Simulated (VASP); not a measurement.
Band structure of SrVO3 (cubic perovskite). All values below come from optB88-vdW, VASP's PBE PAW potentials (set 64) (plane waves; VASP 6.6.1).

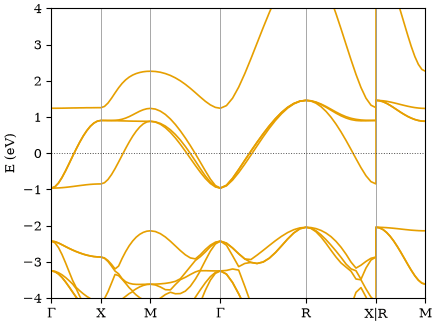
Figure. Bands along high-symmetry lines, zero at the valence-band maximum or, without a gap, the Fermi level

Question: Read the plot: is there a gap, and where are the band edges?

Answer: It has no gap at this level: it comes out as a metal or semimetal. (Edges off the drawn lines would not show.)

The compound is SrVO3 in the cubic perovskite structure. It was relaxed first. The run is not spin-polarised, so no magnetic state was tried. The electron count is odd and the run is not spin-polarised, which forces a metal.
